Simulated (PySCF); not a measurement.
## Geometry relaxation, with input and output: C₃H₄Si (part 1 of 4)

- system: C₃H₄Si, multiplicity 3
- method: HF/6-31G*, UHF (PySCF 2.14.0)

The geometry comes from this level: GFN2-xTB. Figures and captions count atoms from 1; the log counts them from 0 in places.

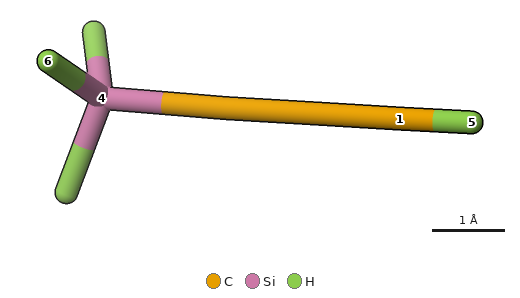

**Figure 1.** The input geometry (stick view, seen at a tilt; atoms are numbered from 1 in the order of the input). Bond lengths as drawn: C–C 1.25 to 1.28 Å, C–H 1.05 Å, C–Si 1.82 Å and H–Si 1.47 Å.

Key numbers

```csv
quantity,value
outcome,converged
total energy,−404.731805 hartree
basis functions,68
⟨S²⟩,2.417
dipole moment,0.52 D
hardware,"1 thread of Arm Neoverse V1, 24 GiB of memory available, shared host"
wall time,42 s
peak memory,0.2 GiB
```

Notes

The record of the run, not the program, notes: spin contamination. ⟨S²⟩ is 2.42 against 2.00 for a pure state: the solution is spin-contaminated.

The input (job.py)
```python
from pyscf import gto
from pyscf.geomopt.geometric_solver import kernel as optimise

mol = gto.M(
    atom='''
C        0.078900       1.471740      -2.256450
C        0.053420       0.786770      -1.211590
C        0.029210       0.083770      -0.139270
Si      -0.048200      -0.904090       1.385920
H        0.091880       2.048240      -3.131740
H       -0.774230      -0.142390       2.409550
H        1.319300      -1.182190       1.840970
H       -0.750280      -2.161860       1.102620
''',
    charge=0,
    basis='6-31g*',
    max_memory=1860,
    spin=2,
    verbose=3,
)

myscf = mol.UHF()
myscf = myscf.density_fit(auxbasis='def2-universal-jkfit')
myscf.conv_tol = 1e-10
converged, mol_eq = optimise(myscf, maxsteps=60, convergence_set='GAU_TIGHT')
print('converged:', converged)
print(mol_eq.tostring())

myscf.reset(mol_eq)
mol = mol_eq
myscf.kernel()
if not myscf.converged:
    myscf = myscf.newton().run(myscf.mo_coeff, myscf.mo_occ)
e_final = myscf.e_tot
print(f'total energy: {e_final:.8f} hartree')
```

Command:
```bash
OMP_NUM_THREADS=1 python job.py
```

Output
```
#|     Arguments passed to driver run_optimizer():      |#
convergence_set           GAU_TIGHT
customengine              <pyscf.geomopt.geometric_solver.PySCFEngine object>
maxiter                   60
----------------------------------------------------------
Custom engine selected.
Bonds will be generated from interatomic distances less than 1.20 times sum of covalent radii
24 internal coordinates being used (instead of 24 Cartesians)
Internal coordinate system (atoms numbered from 1):
Distance 1-2
Distance 1-5
Distance 2-3
Distance 3-4
Distance 4-6
Distance 4-7
Distance 4-8
Angle 3-4-6
Angle 3-4-7
Angle 3-4-8
Angle 6-4-7
Angle 6-4-8
Angle 7-4-8
LinearAngleX 2-1-5
LinearAngleY 2-1-5
LinearAngleX 1-2-3
LinearAngleY 1-2-3
LinearAngleX 2-3-4
LinearAngleY 2-3-4
Translation-X 1-8
Translation-Y 1-8
Translation-Z 1-8
Rotation-A 1-8
Rotation-B 1-8
Rotation-C 1-8
<class 'geometric.internal.Distance'> : 7
<class 'geometric.internal.Angle'> : 6
<class 'geometric.internal.LinearAngle'> : 6
<class 'geometric.internal.TranslationX'> : 1
<class 'geometric.internal.TranslationY'> : 1
<class 'geometric.internal.TranslationZ'> : 1
<class 'geometric.internal.RotationA'> : 1
<class 'geometric.internal.RotationB'> : 1
<class 'geometric.internal.RotationC'> : 1
> ===== Optimization Info: ====
> Job type: Energy minimization
> Maximum number of optimization cycles: 60
> Initial / maximum trust radius (Angstrom): 0.100 / 0.300
> Convergence Criteria:
> Will converge when all 5 criteria are reached:
>  |Delta-E| < 1.00e-06
>  RMS-Grad  < 1.00e-05
>  Max-Grad  < 1.50e-05
>  RMS-Disp  < 4.00e-05
>  Max-Disp  < 6.00e-05
> === End Optimization Info ===

Geometry optimization cycle 1
Cartesian coordinates (Angstrom)
 Atom        New coordinates             dX        dY        dZ
   C   0.078900   1.471740  -2.256450    0.000000  0.000000  0.000000
   C   0.053420   0.786770  -1.211590    0.000000  0.000000  0.000000
   C   0.029210   0.083770  -0.139270    0.000000  0.000000  0.000000
  Si  -0.048200  -0.904090   1.385920    0.000000  0.000000  0.000000
   H   0.091880   2.048240  -3.131740    0.000000  0.000000  0.000000
   H  -0.774230  -0.142390   2.409550    0.000000  0.000000  0.000000
   H   1.319300  -1.182190   1.840970    0.000000  0.000000  0.000000
   H  -0.750280  -2.161860   1.102620    0.000000  0.000000  0.000000

WARN: Mole.unit (angstrom) is changed to Bohr

WARN: HOMO -0.118212417772101 >= LUMO -0.118226761072348

converged SCF energy = -404.729801683539  <S^2> = 2.3467502  2S+1 = 3.222887
--------------- DFUHF_Scanner gradients ---------------
         x                y                z
0 C    -0.0006483233    -0.0122976279     0.0188640779
1 C     0.0003900206     0.0059631065    -0.0092092553
2 C     0.0002571726     0.0081215667    -0.0123464361
3 Si    -0.0001215774    -0.0011876343     0.0018776568
4 H    -0.0001036436    -0.0044576040     0.0067752996
5 H     0.0008641747     0.0001462992    -0.0026643896
6 H    -0.0014590985     0.0013352083    -0.0020738381
7 H     0.0008212749     0.0023766855    -0.0012231153
----------------------------------------------
cycle 1: E = -404.729801684  dE = -404.73  norm(grad) = 0.0306777
Step    0 : Gradient = 1.085e-02/2.253e-02 (rms/max) Energy = -404.7298016835
Hessian Eigenvalues: 5.00000e-02 5.00000e-02 5.00000e-02 ... 4.01317e-01 7.23141e-01 8.33751e-01

Geometry optimization cycle 2
Cartesian coordinates (Angstrom)
 Atom        New coordinates             dX        dY        dZ
   C   0.080174   1.491490  -2.286837    0.001274  0.019750 -0.030387
   C   0.052509   0.796369  -1.225430   -0.000911  0.009599 -0.013840
   C   0.027792   0.085493  -0.141078   -0.001418  0.001723 -0.001808
  Si  -0.048315  -0.908508   1.392671   -0.000115 -0.004418  0.006751
   H   0.094821   2.073412  -3.171337    0.002941  0.025172 -0.039597
   H  -0.774142  -0.161044   2.435908    0.000088 -0.018654  0.026358
   H   1.317246  -1.199015   1.866421   -0.002054 -0.016825  0.025451
   H  -0.750084  -2.178207   1.129693    0.000196 -0.016347  0.027073
converged SCF energy = -404.730842106828  <S^2> = 2.3805215  2S+1 = 3.2437765
--------------- DFUHF_Scanner gradients ---------------
         x                y                z
0 C    -0.0001805585    -0.0011057949     0.0017583582
1 C     0.0002005406     0.0022872665    -0.0035686899
2 C     0.0000307914    -0.0011172240     0.0016882053
3 Si    -0.0000573598    -0.0002075647     0.0003314925
4 H     0.0000439242     0.0005068113    -0.0007815861
5 H    -0.0002066633     0.0001501366     0.0003555389
6 H     0.0003694537    -0.0001282301     0.0002085331
7 H    -0.0002001283    -0.0003854006     0.0000081481
----------------------------------------------
cycle 2: E = -404.730842107  dE = -0.00104042  norm(grad) = 0.00529683
Step    1 : Displace = 2.929e-02/4.701e-02 (rms/max) Trust = 1.000e-01 (=) Grad = 1.873e-03/4.244e-03 (rms/max) E (change) = -404.7308421068 (-1.040e-03) Quality = 0.935
Hessian Eigenvalues: 5.00000e-02 5.00000e-02 5.00000e-02 ... 4.06254e-01 7.60557e-01 7.97186e-01

Geometry optimization cycle 3
Cartesian coordinates (Angstrom)
 Atom        New coordinates             dX        dY        dZ
   C   0.080469   1.490335  -2.285216    0.000295 -0.001155  0.001620
   C   0.051534   0.795070  -1.222914   -0.000975 -0.001299  0.002516
   C   0.026609   0.085340  -0.140255   -0.001183 -0.000153  0.000823
  Si  -0.048393  -0.907783   1.391607   -0.000078  0.000725 -0.001063
   H   0.095752   2.071463  -3.168931    0.000931 -0.001949  0.002406
   H  -0.773417  -0.160645   2.434043    0.000726  0.000400 -0.001865
   H   1.316785  -1.197255   1.863542   -0.000461  0.001760 -0.002879
   H  -0.749339  -2.176535   1.128135    0.000745  0.001672 -0.001558
converged SCF energy = -404.730856940303  <S^2> = 2.3798378  2S+1 = 3.2433549
--------------- DFUHF_Scanner gradients ---------------
         x                y                z
0 C    -0.0001489794    -0.0004115486     0.0006936885
1 C     0.0001041655     0.0010919408    -0.0017121785
2 C     0.0000589226    -0.0006690493     0.0009951262
3 Si    -0.0000547111    -0.0000382513     0.0000809238
4 H     0.0000427298    -0.0000052777    -0.0000097055
5 H     0.0000225236    -0.0000226628    -0.0000352036
6 H    -0.0000466559     0.0000121994    -0.0000193351
7 H     0.0000220050     0.0000426494     0.0000066840
----------------------------------------------
cycle 3: E = -404.73085694  dE = -1.48335e-05  norm(grad) = 0.00250383
Step    2 : Displace = 2.469e-03/3.406e-03 (rms/max) Trust = 1.414e-01 (+) Grad = 8.852e-04/2.033e-03 (rms/max) E (change) = -404.7308569403 (-1.483e-05) Quality = 1.263
Hessian Eigenvalues: 5.00000e-02 5.00000e-02 5.00000e-02 ... 4.16553e-01 5.07765e-01 8.10385e-01

Geometry optimization cycle 4
Cartesian coordinates (Angstrom)
 Atom        New coordinates             dX        dY        dZ
   C   0.081031   1.490026  -2.284995    0.000562 -0.000309  0.000222
   C   0.050588   0.794661  -1.221766   -0.000946 -0.000408  0.001148
   C   0.025187   0.085787  -0.140245   -0.001421  0.000446  0.000010
  Si  -0.048470  -0.907496   1.391207   -0.000077  0.000287 -0.000400
   H   0.096741   2.070954  -3.168713    0.000989 -0.000509  0.000218
   H  -0.773179  -0.160828   2.434302    0.000238 -0.000183  0.000259
   H   1.317180  -1.196552   1.862309    0.000395  0.000703 -0.001233
   H  -0.749078  -2.176562   1.127911    0.000261 -0.000027 -0.000224
converged SCF energy = -404.73085984337  <S^2> = 2.379717  2S+1 = 3.2432804
--------------- DFUHF_Scanner gradients ---------------
         x                y                z
0 C    -0.0001278834    -0.0000661566     0.0001599961
1 C     0.0000234228     0.0001501869    -0.0002457922
2 C     0.0000969493    -0.0000959479     0.0001086777
3 Si    -0.0000499725     0.0000522100    -0.0000575553
4 H     0.0000542680    -0.0000614088     0.0000686283
5 H     0.0000097417    -0.0000043563    -0.0000181865
6 H    -0.0000161625     0.0000073832    -0.0000123572
7 H     0.0000096365     0.0000180897    -0.0000034111
----------------------------------------------
cycle 4: E = -404.730859843  dE = -2.90307e-06  norm(grad) = 0.000426111
Step    3 : Displace = 1.063e-03/1.543e-03 (rms/max) Trust = 2.000e-01 (+) Grad = 1.507e-04/2.890e-04 (rms/max) E (change) = -404.7308598434 (-2.903e-06) Quality = 1.153
Hessian Eigenvalues: 5.00000e-02 5.00000e-02 5.00000e-02 ... 4.23693e-01 4.95478e-01 8.23039e-01

Geometry optimization cycle 5
Cartesian coordinates (Angstrom)
 Atom        New coordinates             dX        dY        dZ
   C   0.081595   1.490019  -2.285231    0.000564 -0.000008 -0.000236
   C   0.050165   0.794717  -1.221624   -0.000423  0.000056  0.000142
   C   0.024202   0.086068  -0.140229   -0.000985  0.000281  0.000016
  Si  -0.048546  -0.907518   1.391273   -0.000075 -0.000022  0.000066
   H   0.097178   2.071004  -3.169014    0.000438  0.000050 -0.000301
   H  -0.773038  -0.161224   2.434816    0.000141 -0.000396  0.000513
   H   1.317370  -1.196301   1.861846    0.000190  0.000251 -0.000463
   H  -0.748928  -2.176773   1.128173    0.000150 -0.000212  0.000263
converged SCF energy = -404.730860228255  <S^2> = 2.3799021  2S+1 = 3.2433946
--------------- DFUHF_Scanner gradients ---------------
         x                y                z
0 C    -0.0001247626     0.0000492323    -0.0000167167
1 C     0.0000034829    -0.0000677628     0.0000955743
2 C     0.0001044258     0.0000150186    -0.0000639974
3 Si    -0.0000467359     0.0000256096    -0.0000192777
4 H     0.0000627196    -0.0000258909     0.0000107588
5 H     0.0000052000    -0.0000049184    -0.0000058188
6 H    -0.0000096497     0.0000013583    -0.0000027350
7 H     0.0000053199     0.0000073533     0.0000022124
----------------------------------------------
cycle 5: E = -404.730860228  dE = -3.84885e-07  norm(grad) = 0.000235456
Step    4 : Displace = 5.928e-04/1.025e-03 (rms/max) Trust = 2.828e-01 (+) Grad = 8.325e-05/1.352e-04 (rms/max) E (change) = -404.7308602283 (-3.849e-07) Quality = 1.493
Hessian Eigenvalues: 5.00000e-02 5.00000e-02 5.00000e-02 ... 4.20526e-01 6.76577e-01 8.88331e-01

Geometry optimization cycle 6
Cartesian coordinates (Angstrom)
 Atom        New coordinates             dX        dY        dZ
   C   0.082984   1.489856  -2.285597    0.001389 -0.000163 -0.000366
   C   0.049485   0.794861  -1.221496   -0.000680  0.000144  0.000128
   C   0.022113   0.086580  -0.140098   -0.002089  0.000512  0.000131
  Si  -0.048731  -0.907554   1.391406   -0.000186 -0.000036  0.000133
   H   0.097804   2.071045  -3.169373    0.000626  0.000041 -0.000359
   H  -0.772790  -0.161930   2.435795    0.000248 -0.000706  0.000980
   H   1.317797  -1.195691   1.860769    0.000426  0.000610 -0.001076
   H  -0.748662  -2.177176   1.128604    0.000266 -0.000403  0.000430
converged SCF energy = -404.730860775189  <S^2> = 2.3801184  2S+1 = 3.243528
--------------- DFUHF_Scanner gradients ---------------
         x                y                z
0 C    -0.0001318496     0.0001628742    -0.0001865749
1 C    -0.0000096064    -0.0002589223     0.0003948661
2 C     0.0001047291     0.0001115892    -0.0002126761
3 Si    -0.0000401723    -0.0000130862     0.0000357751
4 H     0.0000786617     0.0000129652    -0.0000557474
5 H    -0.0000062940     0.0000031580     0.0000135541
6 H     0.0000104004    -0.0000052494     0.0000082551
7 H    -0.0000058689    -0.0000133288     0.0000025481
----------------------------------------------
cycle 6: E = -404.730860775  dE = -5.46934e-07  norm(grad) = 0.000619363
Step    5 : Displace = 1.197e-03/2.155e-03 (rms/max) Trust = 3.000e-01 (+) Grad = 2.190e-04/4.723e-04 (rms/max) E (change) = -404.7308607752 (-5.469e-07) Quality = 1.624
Hessian Eigenvalues: 1.36571e-02 5.00000e-02 5.00000e-02 ... 4.22532e-01 6.78086e-01 1.24401e+00

Geometry optimization cycle 7
Cartesian coordinates (Angstrom)
 Atom        New coordinates             dX        dY        dZ
   C   0.087691   1.489079  -2.286500    0.004707 -0.000777 -0.000903
   C   0.047761   0.795243  -1.221235   -0.001724  0.000382  0.000261
   C   0.015686   0.088057  -0.139597   -0.006427  0.001478  0.000501
  Si  -0.049342  -0.907569   1.391685   -0.000610 -0.000014  0.000280
   H   0.099110   2.071084  -3.169997    0.001306  0.000039 -0.000624
   H  -0.772037  -0.163969   2.438558    0.000753 -0.002039  0.002763
   H   1.318989  -1.193695   1.857315    0.001192  0.001996 -0.003454
   H  -0.747858  -2.178240   1.129780    0.000803 -0.001064  0.001176
converged SCF energy = -404.730862328767  <S^2> = 2.3805219  2S+1 = 3.2437767
--------------- DFUHF_Scanner gradients ---------------
         x                y                z
0 C    -0.0001771327     0.0003588913    -0.0004652114
1 C    -0.0000088672    -0.0005825465     0.0008940351
2 C     0.0000834997     0.0002811986    -0.0004660032
3 Si    -0.0000186484    -0.0000903958     0.0001423147
4 H     0.0001272169     0.0000787224    -0.0001784900
5 H    -0.0000250453     0.0000159821     0.0000447930
6 H     0.0000432563    -0.0000154782     0.0000256056
7 H    -0.0000242793    -0.0000463739     0.0000029560
----------------------------------------------
cycle 7: E = -404.730862329  dE = -1.55358e-06  norm(grad) = 0.00138201
Step    6 : Displace = 3.638e-03/6.614e-03 (rms/max) Trust = 3.000e-01 (=) Grad = 4.886e-04/1.067e-03 (rms/max) E (change) = -404.7308623288 (-1.554e-06) Quality = 1.673
Hessian Eigenvalues: 2.98969e-03 5.00000e-02 5.00000e-02 ... 4.24705e-01 6.75028e-01 1.67966e+00

Geometry optimization cycle 8
Cartesian coordinates (Angstrom)
 Atom        New coordinates             dX        dY        dZ
   C   0.107761   1.485163  -2.289453    0.020070 -0.003916 -0.002953
   C   0.041778   0.796491  -1.220306   -0.005983  0.001248  0.000929
   C  -0.009859   0.093800  -0.137519   -0.025544  0.005742  0.002078
  Si  -0.051865  -0.907308   1.392357   -0.002523  0.000260  0.000671
   H   0.102552   2.070944  -3.171092    0.003441 -0.000139 -0.001094
   H  -0.769031  -0.171666   2.448862    0.003006 -0.007697  0.010304
   H   1.323372  -1.185402   1.843182    0.004383  0.008294 -0.014133
   H  -0.744709  -2.182032   1.133979    0.003150 -0.003792  0.004199
converged SCF energy = -404.730869439057  <S^2> = 2.3819804  2S+1 = 3.2446759
--------------- DFUHF_Scanner gradients ---------------
         x                y                z
0 C    -0.0004079431     0.0008436329    -0.0011010558
1 C     0.0000716559    -0.0014093160     0.0021397823
2 C    -0.0000557144     0.0007526752    -0.0011398430
3 Si     0.0000773542    -0.0002947906     0.0004072197
4 H     0.0003284348     0.0002389445    -0.0005168770
5 H    -0.0000760312     0.0000511235     0.0001328538
6 H     0.0001369897    -0.0000440972     0.0000746763
7 H    -0.0000747458    -0.0001381723     0.0000032437
----------------------------------------------
cycle 8: E = -404.730869439  dE = -7.11029e-06  norm(grad) = 0.00336112
Step    7 : Displace = 1.449e-02/2.627e-02 (rms/max) Trust = 3.000e-01 (=) Grad = 1.188e-03/2.563e-03 (rms/max) E (change) = -404.7308694391 (-7.110e-06) Quality = 1.956
Eigenvalues below 1.0000e-05 (-9.7370e+01) - returning guess
Hessian Eigenvalues: 5.00000e-02 5.00000e-02 5.00000e-02 ... 3.87848e-01 6.92612e-01 7.56346e-01
```
